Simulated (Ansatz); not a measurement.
# [H2PO2]− (SMILES O=[PH2][O-]): B3LYP/STO-3G

What is the energy change on altering one bond length of [H2PO2]− at B3LYP/STO-3G? 

Program for the calculation: Ansatz 0.2.0.

5 further runs of the same task are left out: 4 that didn't finish, 1 set aside as unsound or not needed.

### 1 The molecule

[H2PO2]−: 5 atoms, total charge -1, spin state singlet. SMILES: `O=[PH2][O-]`. Geometry: relaxed at GFN2-xTB.

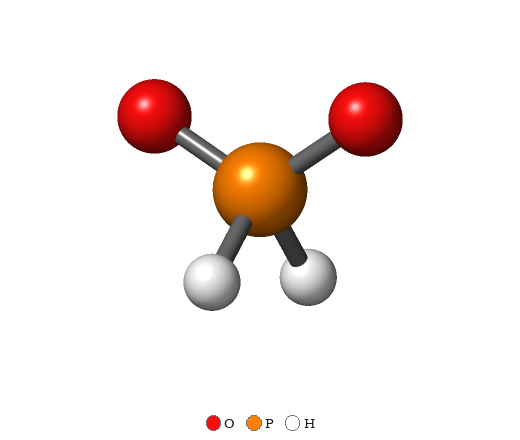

The structure, seen from a chosen angle (oxygen red, phosphorus orange, hydrogen white).

### 2 The energy at B3LYP/STO-3G

in.yaml reads:

```yaml
crystal:
  periodic: [false, false, false]
  atoms:
    - symbol: O
      position_ang: [-0.569750, 0.418060, 1.344900]
    - symbol: P
      position_ang: [0.023990, -0.029410, 0.067110]
    - symbol: O
      position_ang: [1.087130, -1.056140, 0.105400]
    - symbol: H
      position_ang: [-0.993470, -0.417790, -0.831230]
    - symbol: H
      position_ang: [0.452100, 1.085290, -0.686190]
basis:
  gaussian:
    orbitals: STO-3G
total_charge: -1
hamiltonian:
  xc: {name: B3LYP}
accuracy: high
```

The run is started by

```console
$ ansatz run in.yaml --threads 1 --pin off --max-ram 2610MiB --events-out events.jsonl --progress --plain --runs-dir runs
```

The program printed:

```text
Warning: RAYON_NUM_THREADS=1 ignored (pool sized by the plan → 1); use --threads N
Functional definition: B3LYP
  name "B3LYP"
  parameter a0 = 0.2
  parameter ax = 0.72
  parameter ac = 0.81
  exchange = (1 - a0 - ax)*slater_x + ax*b88_x + a0*exact_x
  correlation = (1 - ac)*vwn_rpa_c + ac*lyp_c
387 factors; integrals over basis functions are off by at most 2.4e-8 eV
mean field evaluation 1: about -13238.2494 eV, gradient 4.1e1 eV
mean field evaluation 2: about -13231.8265 eV, gradient 6.4e1 eV
mean field evaluation 4: about -13243.9327 eV, gradient 1.1e0 eV
mean field evaluation 8: about -13243.9518 eV, gradient 3.7e-2 eV
mean field evaluation 16: about -13243.9518 eV, gradient 7.2e-8 eV
mean field -13243.95175904 eV, -486.7062500718 hartree, gradient 7.3e-8 eV, S^2 0.000000; 0 other end points of the search recorded, 0 dependent functions left out
reference -13243.95178106 eV, -486.7062508809 hartree; 17, 17 occupied and 4, 4 virtual orbitals, 387 factors
Total energy: -13243.95178106 eV, -486.7062508809 hartree
```

Wall time 1.2 s (1 thread of Arm Neoverse V1, shared host); peak memory 0.096 GiB.

### 3 The distorted shape, same level

run.yaml reads:

```yaml
crystal:
  periodic: [false, false, false]
  atoms:
    - {symbol: O, position_ang: [-0.718172, 0.529918, 1.664321]}
    - {symbol: P, position_ang: [0.023990, -0.029410, 0.067110]}
    - {symbol: O, position_ang: [1.087130, -1.056140, 0.105400]}
    - {symbol: H, position_ang: [-0.993470, -0.417790, -0.831230]}
    - {symbol: H, position_ang: [0.452100, 1.085290, -0.686190]}
basis:
  gaussian:
    orbitals: STO-3G
total_charge: -1
hamiltonian:
  xc: {name: B3LYP}
accuracy: high
```

The run is started by

```console
$ ansatz run run.yaml --threads 1 --pin off --max-ram 2610MiB --events-out events.jsonl --progress --plain --runs-dir runs
```

The program printed (excerpt; [...] marks lines left out):

```text
Warning: RAYON_NUM_THREADS=1 ignored (pool sized by the plan → 1); use --threads N
[... 7 set-up lines as earlier in the session ...]
386 factors; integrals over basis functions are off by at most 2.5e-8 eV
mean field evaluation 1: about -13236.1718 eV, gradient 4.4e1 eV
mean field evaluation 2: about -13134.9800 eV, gradient 1.9e2 eV
mean field evaluation 4: about -13242.8807 eV, gradient 1.5e1 eV
mean field evaluation 8: about -13243.7532 eV, gradient 1.3e-1 eV
mean field evaluation 16: about -13243.7533 eV, gradient 3.2e-6 eV
mean field -13243.75334257 eV, -486.6989584010 hartree, gradient 4.1e-8 eV, S^2 0.000000; 0 other end points of the search recorded, 0 dependent functions left out
reference -13243.75336495 eV, -486.6989592235 hartree; 17, 17 occupied and 4, 4 virtual orbitals, 386 factors
Total energy: -13243.75336495 eV, -486.6989592235 hartree
```

Run time: 1.2 s. Hardware: 1 thread of Arm Neoverse V1, shared host; peak memory 0.095 GiB.

### 4 Results

Level: B3LYP/STO-3G.

```
                                                         quantity          value
                                        first shape: total energy  -486.70625 Eh
                                    distorted shape: total energy  -486.69896 Eh
energy change with the O1–P2 bond stretched from 1.478 to 1.848 Å       0.198 eV
```

What this shows: With the O1–P2 bond stretched from 1.478 to 1.848 Å the energy rises by 0.20 eV (19.1 kJ/mol). The first shape isn't relaxed at this level, so the change isn't measured from a minimum. The minimal basis adds a large error of its own.
